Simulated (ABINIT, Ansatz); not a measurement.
# AgC (Fm-3m): zone-centre phonons

Aim: the zone-centre modes of AgC (Fm-3m).

Calculated with ABINIT 10.8.3; DFT LDA, scalar-relativistic, plane waves, JTH PAW pseudopotentials.

The structure was built from a prototype and need not be the compound's stable phase.

## 1. Starting point

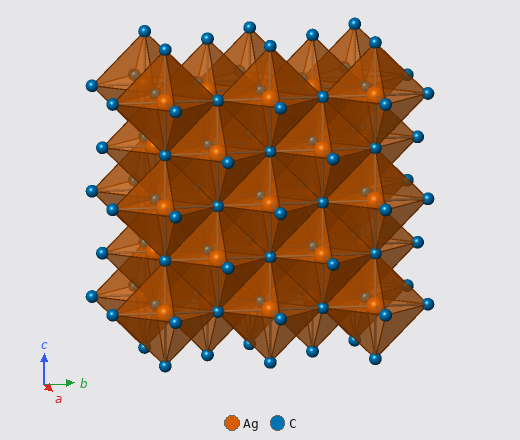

The cell as given, slightly off an axis (silver orange, carbon blue). 1×2×2 cells are drawn. This picture shows the conventional cell, with its axes. Some periodic images of atoms are drawn too.

## 2. Relaxation

The harmonic expansion needs vanishing forces, and a free crystal bears no stress, so cell and atoms are brought to rest. Stress is more sensitive to the basis than forces are: the last 3 Ha under the cutoff are smoothed with ecutsm, and the cutoff is raised above that of the later runs.

The starting cell comes from a relaxation made beforehand in Ansatz (LDA, PAW).

File relax.abi:

```
# relaxation
ionmov 2
optcell 2
dilatmx 1.08
ntime 40
tolmxf 1.0d-05
tolvrs 1.0d-14
prtwf 0
prtden 0
chksymtnons 0

# basis, mesh and filling
ecut 28.0
ecutsm 3.0
pawecutdg 56.0
ngkpt 12 12 12
nshiftk 1
shiftk 0.0 0.0 0.0
istwfk *1
occopt 3
tsmear 0.01
nband 14
nstep 100
diemac 1000000.0
prtebands 0
prtgsr 0

# cell and atoms
acell 3*1.0 Angstrom
rprim 
    -2.260678413 0.0 2.260678413
    0.0 2.260678413 2.260678413
    -2.260678413 2.260678413 0.0
ntypat 2
znucl 47 6
natom 2
typat 1 2
xred 
    0.0 0.0 0.0
    0.5 0.5 0.5
pp_dirpath "./pseudo"
pseudos "Ag.xml, C.xml"
```

Started as:

```console
$ OMP_NUM_THREADS=1 mpirun -n 4 abinit relax.abi > relax.log
```

Numbers of over 12 decimals in the logs are rounded to 6 here.

relax.abo, the main output file:

```text
[banners, grids, parts of the stress and lines that vanish by symmetry left out]
- input  file    -> relax.abi
- output file    -> relax.abo
- root for input  files -> relaxi
[...]
Symmetries : space group Fm -3 m (#225); Bravais cF (face-center cubic)
[...]
mpw =        1411          nfft =       32768          nkpt =          72
[...]
== DATASET  1 ==================================================================
[...]
cutoff_energies: {ecut:  28.0, pawecutdg:  56.0, }
[...]
ETOT  1  -43.942433134919    -4.394E+01 4.368E-01 7.912E+01
 ETOT  2  -44.062086150680    -1.197E-01 9.850E-03 6.132E+01
 ETOT  3  -43.952195955832     1.099E-01 1.190E-02 2.245E+00
 ETOT  4  -43.951325436169     8.705E-04 5.720E-04 4.171E-01
 ETOT  5  -43.950861970006     4.635E-04 1.202E-04 2.697E-02
[...]
At SCF step   17       nres2   =  5.84E-15 < tolvrs=  1.00E-14 =>converged.
[...]
sigma(1 1)= -3.86399362E-05  sigma(3 2)=  0.00000000E+00
  sigma(2 2)= -3.86399362E-05  sigma(3 1)=  0.00000000E+00
  sigma(3 3)= -3.86399362E-05  sigma(2 1)=  0.00000000E+00
[...]
convergence: {deltae:  5.898E-13, res2:  5.842E-15, residm:  6.865E-06, diffor: null, }
etotal    :  -4.39508432E+01
[...]
ETOT  1  -43.950882289954    -4.395E+01 4.910E-06 3.229E-02
[...]
At SCF step   12       nres2   =  4.18E-15 < tolvrs=  1.00E-14 =>converged.
[...]
sigma(1 1)= -1.76290478E-05  sigma(3 2)=  0.00000000E+00
  sigma(2 2)= -1.76290478E-05  sigma(3 1)=  0.00000000E+00
  sigma(3 3)= -1.76290478E-05  sigma(2 1)=  0.00000000E+00
[...]
convergence: {deltae: -6.963E-13, res2:  4.184E-15, residm:  6.181E-07, diffor: null, }
etotal    :  -4.39508585E+01
[...]
ETOT  1  -43.950879716902    -4.395E+01 5.350E-07 2.298E-02
[...]
At SCF step   12       nres2   =  3.37E-15 < tolvrs=  1.00E-14 =>converged.
[...]
sigma(1 1)= -1.85879597E-07  sigma(3 2)=  0.00000000E+00
  sigma(2 2)= -1.85879597E-07  sigma(3 1)=  0.00000000E+00
  sigma(3 3)= -1.85879597E-07  sigma(2 1)=  0.00000000E+00
[...]
convergence: {deltae:  1.421E-14, res2:  3.374E-15, residm:  1.167E-07, diffor: null, }
etotal    :  -4.39508626E+01
[...]
ETOT  1  -43.950862587125    -4.395E+01 9.025E-08 2.613E-06
[...]
ETOT  8  -43.950862585170     4.263E-13 3.138E-08 1.184E-14
 ETOT  9  -43.950862585169     2.558E-13 5.591E-08 9.384E-16
 At SCF step    9       nres2   =  9.38E-16 < tolvrs=  1.00E-14 =>converged.
[...]
sigma(1 1)= -9.02167330E-10  sigma(3 2)=  0.00000000E+00
  sigma(2 2)= -9.02167327E-10  sigma(3 1)=  0.00000000E+00
  sigma(3 3)= -9.02167341E-10  sigma(2 1)=  0.00000000E+00
[...]
convergence: {deltae:  2.558E-13, res2:  9.384E-16, residm:  5.591E-08, diffor: null, }
etotal    :  -4.39508626E+01
[...]
At Broyd/MD step   4, gradients are converged :
[...]
sigma(1 1)= -9.02167330E-10  sigma(3 2)=  0.00000000E+00
  sigma(2 2)= -9.02167327E-10  sigma(3 1)=  0.00000000E+00
  sigma(3 3)= -9.02167341E-10  sigma(2 1)=  0.00000000E+00
[...]
- sigma(1 1)= -2.65426792E-05  sigma(3 2)=  0.00000000E+00
- sigma(2 2)= -2.65426791E-05  sigma(3 1)=  0.00000000E+00
- sigma(3 3)= -2.65426795E-05  sigma(2 1)=  0.00000000E+00
[...]
fcart     -0.0000000000E+00 -0.0000000000E+00 -0.0000000000E+00
           strten     -9.0216733042E-10 -9.0216732695E-10 -9.0216734083E-10
================================================================================

[key lines of the parts left out:]
pressure_GPa:   2.6543E-05
Total energy DC (eV): -1.45551797057325E+05
```

Wall time 38 s (4 MPI ranks of Arm Neoverse V1, shared host); 2.5 min of CPU time.

Step by step:

```
step  energy less that of the first step (eV)  largest force (eV/Å)  volume (Å³)
   1                                   0.0000                0.0000        23.11
   2                                  -0.0004                0.0000        23.19
   3                                  -0.0005                0.0000        23.26
   4                                  -0.0005                0.0000        23.26
```

```
conventional cell, symmetrised  before  after  change
                         a (Å)   4.521  4.531  +0.2 %
                         b (Å)   4.521  4.531  +0.2 %
                         c (Å)   4.521  4.531  +0.2 %
              volume (Å³/atom)   11.55  11.63  +0.6 %
```

The relaxed structure:

```xyz
2
Lattice="-2.2655 0.0000 2.2655 0.0000 2.2655 2.2655 -2.2655 2.2655 0.0000" Properties=species:S:1:pos:R:3 pbc="T T T"
Ag    0.0000    0.0000    0.0000
C    -2.2655    2.2655    2.2655
```

Numbers from this step:

- volume per atom: 11.63 Å³
- pressure: 2.65e-5 GPa
- gap on the k-mesh: 0 eV

The volume changes by +0.6 % from the cell with which this run began.

## 3. Self-consistent run for the response

First-order wavefunctions inherit every error of the ground state, hence the very tight tolvrs. Occupations are smeared.

File gs.abi:

```
# ground state
tolvrs 1.0d-16
prtden 1
prtwf 1

# basis, mesh and filling
ecut 22.0
pawecutdg 44.0
ngkpt 12 12 12
nshiftk 1
shiftk 0.0 0.0 0.0
istwfk *1
occopt 3
tsmear 0.01
nband 14
nstep 100
diemac 1000000.0
prtebands 0
prtgsr 0

# cell and atoms
acell 3*1.0 Angstrom
rprim 
    -2.265535535 0.0 2.265535535
    0.0 2.265535535 2.265535535
    -2.265535535 2.265535535 0.0
ntypat 2
znucl 47 6
natom 2
typat 1 2
xred 
    0.0 0.0 0.0
    0.5 0.5 0.5
pp_dirpath "./pseudo"
pseudos "Ag.xml, C.xml"
```

Started as:

```console
$ OMP_NUM_THREADS=1 mpirun -n 4 abinit gs.abi > gs.log
```

gs.abo, the main output file:

```text
[banners, grids, parts of the stress and lines that vanish by symmetry left out]
- input  file    -> gs.abi
- output file    -> gs.abo
- root for input  files -> gsi
[...]
Symmetries : space group Fm -3 m (#225); Bravais cF (face-center cubic)
[...]
mpw =         789          nfft =       19683          nkpt =          72
[...]
== DATASET  1 ==================================================================
[...]
cutoff_energies: {ecut:  22.0, pawecutdg:  44.0, }
[...]
ETOT  1  -43.953173047554    -4.395E+01 4.495E-01 5.466E+01
 ETOT  2  -44.062039936819    -1.089E-01 1.424E-02 4.271E+01
 ETOT  3  -43.952030943504     1.100E-01 1.186E-02 1.605E+00
 ETOT  4  -43.951060540894     9.704E-04 5.613E-04 2.856E-01
 ETOT  5  -43.950608774876     4.518E-04 8.951E-05 1.820E-02
[...]
ETOT 17  -43.950590978655     2.345E-13 9.253E-05 4.315E-15
 ETOT 18  -43.950590978655    -2.203E-13 1.352E-05 5.871E-17
 At SCF step   18       nres2   =  5.87E-17 < tolvrs=  1.00E-16 =>converged.
[...]
sigma(1 1)=  5.78948570E-06  sigma(3 2)=  0.00000000E+00
  sigma(2 2)=  5.78948570E-06  sigma(3 1)=  0.00000000E+00
  sigma(3 3)=  5.78948570E-06  sigma(2 1)=  0.00000000E+00
[...]
convergence: {deltae: -2.203E-13, res2:  5.871E-17, residm:  1.352E-05, diffor: null, }
etotal    :  -4.39505910E+01
[...]
sigma(1 1)=  5.78948570E-06  sigma(3 2)=  0.00000000E+00
  sigma(2 2)=  5.78948570E-06  sigma(3 1)=  0.00000000E+00
  sigma(3 3)=  5.78948570E-06  sigma(2 1)=  0.00000000E+00
[...]
- sigma(1 1)=  1.70332550E-01  sigma(3 2)=  0.00000000E+00
- sigma(2 2)=  1.70332550E-01  sigma(3 1)=  0.00000000E+00
- sigma(3 3)=  1.70332550E-01  sigma(2 1)=  0.00000000E+00
[...]
fcart     -0.0000000000E+00 -0.0000000000E+00 -0.0000000000E+00
           strten      5.7894856987E-06  5.7894856987E-06  5.7894856987E-06
================================================================================

[key lines of the parts left out:]
pressure_GPa:  -1.7033E-01
Total energy DC (eV): -1.45551789666536E+05
```

It took 14 s on 4 MPI ranks.

Numbers from this step:

```
pressure : -0.1703 GPa
```

The cell stands at -0.17 GPa: the relaxation ran with a smoothed and higher cutoff, and the difference is a stress of the finite basis.

## 4. Zone-centre response

At q = 0 one unit cell holds all displacements. The response is solved for single atoms along the cell's directions, and symmetry skips those that follow from others. The crystal is treated as a metal, which screens a static field, so no field response is asked.

File dfpt_gamma.abi:

```

# common to the responses
getwfk_filepath "gso_WFK"
kptopt 2
nqpt 1
qpt 0.0 0.0 0.0
asr 0
chneut 0

# displacements
rfphon 1
rfatpol 1 2
rfdir 1 1 1
tolvrs 1.0d-10
prtwf 0

# basis, mesh and filling
ecut 22.0
pawecutdg 44.0
ngkpt 12 12 12
nshiftk 1
shiftk 0.0 0.0 0.0
istwfk *1
occopt 3
tsmear 0.01
nband 14
nstep 100
diemac 1000000.0
prtebands 0
prtgsr 0

# cell and atoms
acell 3*1.0 Angstrom
rprim 
    -2.265535535 0.0 2.265535535
    0.0 2.265535535 2.265535535
    -2.265535535 2.265535535 0.0
ntypat 2
znucl 47 6
natom 2
typat 1 2
xred 
    0.0 0.0 0.0
    0.5 0.5 0.5
pp_dirpath "./pseudo"
pseudos "Ag.xml, C.xml"
```

Started as:

```console
$ OMP_NUM_THREADS=1 mpirun -n 4 abinit dfpt_gamma.abi > dfpt_gamma.log
```

dfpt_gamma.abo, the main output file:

```text
[banners, grids, parts of the stress and lines that vanish by symmetry left out]
- input  file    -> dfpt_gamma.abi
- output file    -> dfpt_gamma.abo
- root for input  files -> dfpt_gammai
- root for output files -> dfpt_gammao

-   ./pseudo/Ag.xml
-   ./pseudo/C.xml
 Symmetries : space group Fm -3 m (#225); Bravais cF (face-center cubic)
================================================================================
 Values of the parameters that define the memory need of the present run (RF).
     intxc =       0      iscf =       7    lmnmax =      18     lnmax =       6
     mgfft =      27  mpssoang =       3    mqgrid =    3001     natom =       2
  nloc_mem =       2    nspden =       1   nspinor =       1    nsppol =       1
      nsym =      48    n1xccc =       1    ntypat =       2    occopt =       3
   xclevel =       1
-    mband =          14        mffmem =           1         mkmem =         217
-   mkqmem =         217        mk1mem =         217           mpw =         789
      nfft =       19683          nkpt =         868
- my_mband =          14
Pmy_natom=         1
================================================================================
================================================================================

--------------------------------------------------------------------------------
------------- Echo of variables that govern the present computation ------------
--------------------------------------------------------------------------------
-
- outvars: echo of selected default values
-   iomode0 =  0 , fftalg0 =312 , wfoptalg0 = 10
-
- outvars: echo of global parameters not present in the input file
-  max_nthreads =    1
-
 -outvars: echo values of preprocessed input variables
 [... echo left out ...]
================================================================================

 chkinp: Checking input parameters for consistency.

[...]
== DATASET  1 ==================================================================
-   mpi_nproc: 4, omp_nthreads: 1 (-1 if OMP is not activated)

--- !DatasetInfo
iteration_state: {dtset: 1, }
dimensions: {natom: 2, nkpt: 868, mband: 14, nsppol: 1, nspinor: 1, nspden: 1, mpw: 789, }
cutoff_energies: {ecut:  22.0, pawecutdg:  44.0, }
electrons: {nelect:   1.50000000E+01, charge:   0.00000000E+00, occopt:   3.00000000E+00, tsmear:   1.00000000E-02, }
meta: {optdriver: 1, rfphon: 1, }
...

 mkfilename: getwfk from: gso_WFK

 Real(R)+Recip(G) space primitive vectors, cartesian coordinates (Bohr,Bohr^-1):
 R(1)= -4.2812417  0.0000000  4.2812417  G(1)= -0.1167885 -0.1167885  0.1167885
 R(2)=  0.0000000  4.2812417  4.2812417  G(2)=  0.1167885  0.1167885  0.1167885
 R(3)= -4.2812417  4.2812417  0.0000000  G(3)= -0.1167885  0.1167885 -0.1167885
 Unit cell volume ucvol=  1.5694202E+02 bohr^3
 Angles (23,13,12)=  6.00000000E+01  6.00000000E+01  6.00000000E+01 degrees
 setup1 : take into account q-point for computing boxcut.

 Coarse grid specifications (used for wave-functions):

 getcut: wavevector=  0.0000  0.0000  0.0000  ngfft=  27  27  27
         ecut(hartree)=     22.000   => boxcut(ratio)=   2.03682

 Fine grid specifications (used for densities):

 getcut: wavevector=  0.0000  0.0000  0.0000  ngfft=  40  40  40
         ecut(hartree)=     44.000   => boxcut(ratio)=   2.21250

 getcut : COMMENT -
  Note that boxcut > 2.2 ; recall that boxcut=Gcut(box)/Gcut(sphere) = 2
  is sufficient for exact treatment of convolution.
  Such a large boxcut is a waste : you could raise ecut
  e.g. ecut=   53.846844 Hartrees makes boxcut=2

--- Pseudopotential description ------------------------------------------------
- pspini: atom type   1  psp file is ./pseudo/Ag.xml

- pspini: atom type   2  psp file is ./pseudo/C.xml

   6.62795756E+02                                ecore*ucvol(ha*bohr**3)
--------------------------------------------------------------------------------

 ==>  initialize data related to q vector <==

 The list of irreducible perturbations for this q vector is:
    1)    idir= 1    ipert=   1
    2)    idir= 1    ipert=   2

[...]
The perturbation idir=   2  ipert=   1 is
 symmetric of a previously calculated perturbation.
 So, its SCF calculation is not needed.

 The perturbation idir=   3  ipert=   1 is
 symmetric of a previously calculated perturbation.
 So, its SCF calculation is not needed.

 The perturbation idir=   2  ipert=   2 is
 symmetric of a previously calculated perturbation.
 So, its SCF calculation is not needed.

 The perturbation idir=   3  ipert=   2 is
 symmetric of a previously calculated perturbation.
 So, its SCF calculation is not needed.

--------------------------------------------------------------------------------
 Perturbation wavevector (in red.coord.)   0.000000  0.000000  0.000000
 Perturbation : displacement of atom   1   along direction   1
 Found     4 symmetries that leave the perturbation invariant.

[...]
dfpt_looppert : total number of electrons, from k and k+q
  fully or partially occupied states are    1.500000E+01 and    1.500000E+01.
 Initialisation of the first-order wave-functions :
  ireadwf=   0

--- !BeginCycle
iteration_state: {dtset: 1, }
solver: {iscf: 7, nstep: 100, nline: 4, wfoptalg: 10, }
tolerances: {tolvrs: 1.00E-10, }
...

     iter   2DEtotal(Ha)        deltaE(Ha) residm    vres2
-ETOT  1   225.56100059035     -7.694E+02 2.620E+00 1.534E+06
 ETOT  2   20.026036321992     -2.055E+02 2.451E-01 1.242E+05
 ETOT  3  0.947571     -1.908E+01 4.348E-02 1.916E+02
 ETOT  4  0.919274     -2.830E-02 1.029E-03 1.220E+01
 ETOT  5  0.918231     -1.043E-03 2.755E-05 4.161E-02
[...]
At SCF step   12       vres2   =  3.06E-11 < tolvrs=  1.00E-10 =>converged.
[...]
Mean square residual over all n,k,spin=   10.039E-18; max=  52.371E-17

 Fourteen components of 2nd-order total energy (hartree) are
 1,2,3: 0th-order hamiltonian combined with 1st-order wavefunctions
     kin0=   1.33003939E+03 eigvalue=  -4.63913388E+00  local=  -4.86297222E+02
 4,5,6: 1st-order hamiltonian combined with 1st and 0th-order wfs
 loc psp =  -3.18413249E+02  Hartree=   3.75093204E+02     xc=  -1.86097626E+01
 note that "loc psp" includes a xc core correction that could be resolved
 7,8,9: eventually, occupation + non-local contributions
    edocc=   3.07485469E+01     enl0=   3.07582719E+02   enl1=  -2.20952357E+03
 10: eventually, PAW "on-site" Hxc contribution: epaw1=   1.47316675E-02
 1-10 gives the relaxation energy (to be shifted if some occ is /=2.0)
   erelax=  -9.94004347E+02
 11,12,13 Non-relaxation  contributions : frozen-wavefunctions and Ewald
 fr.local=   4.20370809E+02 fr.nonlo=   5.33721995E+02  Ewald=   4.30498398E+01
 14,15 Frozen wf xc core corrections (1) and (2)
 frxc 1  =  -2.78347269E+02  frxc 2 =   2.76127184E+02
 16 Contribution from 1st-order change of wavefunctions overlap
 eovl1 =   2.69963812E+02
 Resulting in :
 2DEtotal=    0.9182115101E+00 Ha. Also 2DEtotal=    0.249858080569E+02 eV
    (2DErelax=   -9.9400434683E+02 Ha. 2DEnonrelax=    9.9492255834E+02 Ha)
    (  non-var. 2DEtotal :    9.1796219987E-01 Ha)

[...]
Perturbation wavevector (in red.coord.)   0.000000  0.000000  0.000000
 Perturbation : displacement of atom   2   along direction   1
 Found     4 symmetries that leave the perturbation invariant.

--------------------------------------------------------------------------------

--------------------------------------------------------------------------------

 dfpt_looppert : total number of electrons, from k and k+q
  fully or partially occupied states are    1.500000E+01 and    1.500000E+01.
 Initialisation of the first-order wave-functions :
  ireadwf=   0

--- !BeginCycle
iteration_state: {dtset: 1, }
solver: {iscf: 7, nstep: 100, nline: 4, wfoptalg: 10, }
tolerances: {tolvrs: 1.00E-10, }
...

     iter   2DEtotal(Ha)        deltaE(Ha) residm    vres2
-ETOT  1   44.023468393789     -1.322E+02 1.050E+00 2.056E+05
[...]
ETOT 10  0.910500     -3.121E-11 4.210E-13 4.992E-09
 ETOT 11  0.910500      5.912E-12 3.142E-14 1.401E-11

 At SCF step   11       vres2   =  1.40E-11 < tolvrs=  1.00E-10 =>converged.
[...]
Mean square residual over all n,k,spin=   48.353E-18; max=  31.418E-15

 Fourteen components of 2nd-order total energy (hartree) are
 1,2,3: 0th-order hamiltonian combined with 1st-order wavefunctions
     kin0=   1.86961998E+02 eigvalue=  -3.44580632E+00  local=  -7.25757093E+01
 4,5,6: 1st-order hamiltonian combined with 1st and 0th-order wfs
 loc psp =  -2.10558970E+02  Hartree=   4.72364418E+01     xc=  -1.33139794E+01
 note that "loc psp" includes a xc core correction that could be resolved
 7,8,9: eventually, occupation + non-local contributions
    edocc=   1.80270803E+01     enl0=   1.40435545E+01   enl1=  -1.41656850E+02
 10: eventually, PAW "on-site" Hxc contribution: epaw1=   1.47316290E-02
 1-10 gives the relaxation energy (to be shifted if some occ is /=2.0)
   erelax=  -1.75267510E+02
 11,12,13 Non-relaxation  contributions : frozen-wavefunctions and Ewald
 fr.local=   7.52993466E+01 fr.nonlo=   5.92868857E+01  Ewald=   4.30498398E+01
 14,15 Frozen wf xc core corrections (1) and (2)
 frxc 1  =  -3.96625591E+01  frxc 2 =   3.82044972E+01
 16 Contribution from 1st-order change of wavefunctions overlap
 eovl1 =   8.40532115E-01
 Resulting in :
 2DEtotal=    0.9105004281E+00 Ha. Also 2DEtotal=    0.247759788264E+02 eV
    (2DErelax=   -1.7526750978E+02 Ha. 2DEnonrelax=    1.7617801021E+02 Ha)
    (  non-var. 2DEtotal :    9.1063205845E-01 Ha)

[...]
---- first-order wavefunction calculations are completed ----

 ==> Compute Derivative Database <==

 [... matrices left out ...]
  Phonon wavevector (reduced coordinates) :  0.00000  0.00000  0.00000
 Phonon energies in Hartree :
  -2.719353E-05 -2.719353E-05 -2.719353E-05  1.123685E-03  1.123685E-03
   1.123685E-03
 Phonon frequencies in cm-1    :
- -5.968289E+00 -5.968289E+00 -5.968289E+00  2.466203E+02  2.466203E+02
-  2.466203E+02

== END DATASET(S) ==============================================================
================================================================================

 -outvars: echo values of variables after computation
            acell      1.8897261259E+00  1.8897261259E+00  1.8897261259E+00 Bohr
           etotal      9.1050042811E-01
            fcart      0.0000000000E+00  0.0000000000E+00  0.0000000000E+00
           strten      0.0000000000E+00  0.0000000000E+00  0.0000000000E+00
================================================================================
```

Elapsed: 87 s, on 4 MPI ranks; 5.8 min of CPU time.

This step gave:

* largest acoustic frequency at the zone centre before the sum rule: -5.97 cm⁻¹
* highest optical zone-centre mode (no LO-TO term): 246.6 cm⁻¹
* lowest optical zone-centre mode: 246.6 cm⁻¹

The acoustic modes at Γ come out as far as 6.0 cm⁻¹ from zero, where they should vanish, a small numerical error.

(Part 1 of 2 ends here.)

[Host names and launcher messages were left out of these logs when they were recorded.]

[Logs are printed without paths, hosts, clocks, repeated set-up lines and the standing remarks that a program may print on its own settings, such as how far it seeks lower states.]

[Hosts, paths, dates, database ids (printed as entryN), source tags and the programs' standing remarks are cut or masked in the printed files.]
